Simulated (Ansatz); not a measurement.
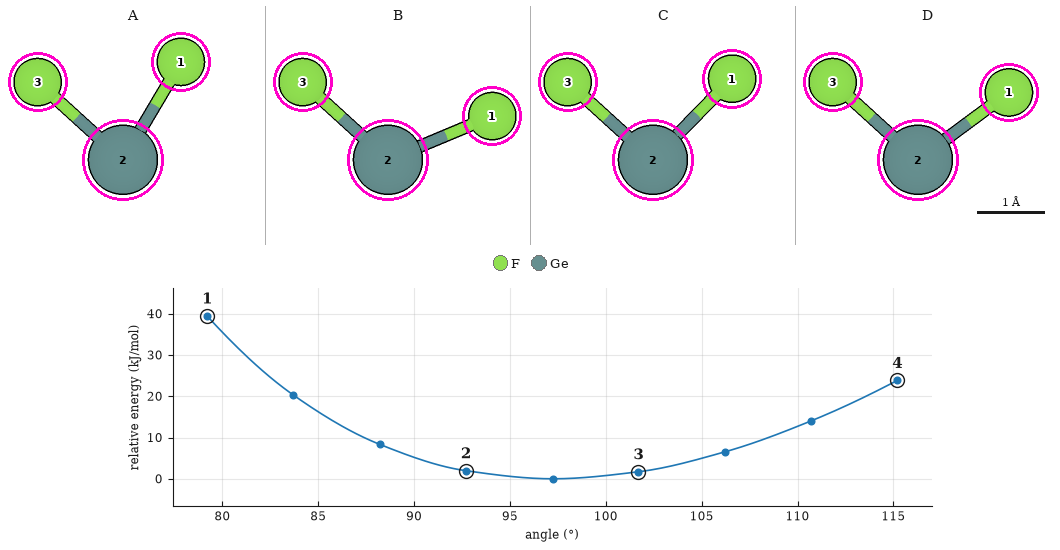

A scan of GeF₂: the F1–Ge2–F3 angle is varied, with the rest of the molecule carried along rigidly. The frames are shuffled; the numbered points of the plot belong to them. Style: ball-and-stick. Shown onto the plane of the angle. The ringed atoms are those of the scanned coordinate.

Single-point energies from Ansatz with CCSD(T) in the def2-TZVPP basis, on geometries moved rigidly from the minimum at PBE0-D4/def2-TZVP. Coupled cluster with a frozen core. Energies are counted from the PBE0-D4/def2-TZVP minimum geometry at the same level.

Which frame belongs to which numbered point?

Point 1 is frame A (the angle 79.2°, 39.5 kJ/mol); 2 is frame C (the angle 92.7°, 2.0 kJ/mol); 3 is frame D (the angle 101.7°, 1.7 kJ/mol); 4 is frame B (the angle 115.2°, 23.8 kJ/mol). Of the computed points the lowest is at the angle 97.2°, 0.0 kJ/mol. The end points stand at 39.5 kJ/mol (79.2°) and 23.8 kJ/mol (115.2°). The curvature at the lowest point is about 6.2 eV/rad².
